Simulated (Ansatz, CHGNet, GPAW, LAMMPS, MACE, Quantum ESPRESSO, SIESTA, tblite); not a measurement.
# Which run comes nearest? Amorphous Zn20Hg10Se19S11 (60 atoms)

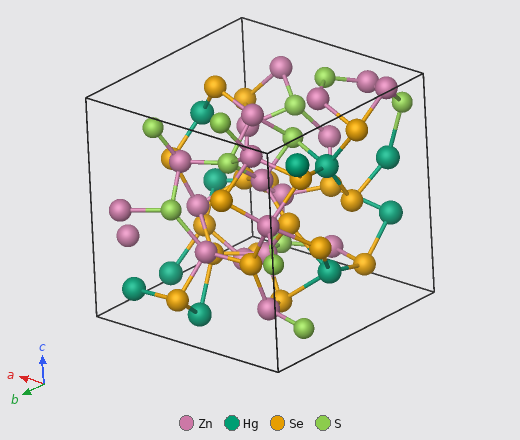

The cell (zinc pink, mercury teal, selenium orange, sulfur green). Bonds to atoms that aren't drawn are left out.

Density of this cell: 6.05 g/cm³. The cell holds 60 atoms: 20 Zn, 10 Hg, 19 Se and 11 S. Its edges and angles: a = 11.236 Å, b = 11.236 Å, c = 11.236 Å, α = 90.0°, β = 90.0°, γ = 90.0°. 60 atoms (20 Zn, 10 Hg, 19 Se, 11 S) placed at random at 6.05 g/cm³, melted at 2500 K for 10 ps at fixed volume with the Stillinger-Weber II-VI potential (Zhou et al., Phys. Rev. B 88, 085309 (2013)). Quenched from 2500 K to 500 K at 100 K/ps and fixed volume, held 5 ps.

Geometry: as built.

The reference, a calculation:

* method: Kohn-Sham DFT, PBE, PAW, plane waves (Ansatz 0.2.0); cutoff 420 eV, Γ point, fermi-dirac smearing of 0.05 eV; PAW set soft_2
* r.m.s. force component: 0.5476 eV/Å
* longest force: 2.387 eV/Å
* pressure: 0.6194 GPa
* SCF cycles: 12
* time: 32 s on 4 threads of Arm Neoverse V1, shared host
* CPU time: 2 min

Runs, in no order:
A. tblite GFN1-xTB: GFN1-xTB tight binding, diagonalisation
B. MACE MPA-0 medium potential: machine-learned interatomic potential MACE MPA-0 medium, trained on PBE(+U) plane-wave data
C. CHGNet 0.3.0 potential: machine-learned interatomic potential CHGNet 0.3.0, trained on PBE(+U) plane-wave data
D. GPAW PBE, LCAO dzp, h 0.16 Å: Kohn-Sham DFT, PBE, PAW, atomic orbitals (dzp)
E. QE PBE, sssp-1.3.0-efficiency, 45/360 Ry: Kohn-Sham DFT, PBE, SSSP efficiency 1.3.0 pseudopotentials, plane waves

**Question.** Rank the runs by how far their forces lie from the reference's, least first.

E, D, B, C, A.

```csv
run,"Δ force, r.m.s. (meV/Å)",share of r.m.s. force (%),CPU time
"E. QE PBE, sssp-1.3.0-efficiency, 45/360 Ry",7.52,1.37,22 min
"D. GPAW PBE, LCAO dzp, h 0.16 Å",52.2,9.53,7.7 min
B. MACE MPA-0 medium potential,131,23.9,8.2 s
C. CHGNet 0.3.0 potential,215,39.3,3.5 s
A. tblite GFN1-xTB,332,60.6,3.2 s
```

Periodic xTB results under one method name differ between programs and library versions. Machine-learned potentials mimic data converged in k, so the reference's own k-point error enters their differences. The network of bonds at the start is that of the classical potential that made the cell, and needn't be the one that DFT or experiment would give. The electronic-structure runs sample only Γ, in a cell whose shortest periodic width is 11 Å, which is coarse for a cell with partly filled levels.

[Logs are printed without paths, hosts, clocks, repeated set-up lines and the standing remarks that a program may print on its own settings, such as how far it seeks lower states.]

[Hosts, paths, dates, database ids (printed as entryN), source tags and the programs' standing remarks are cut or masked in the printed files.]
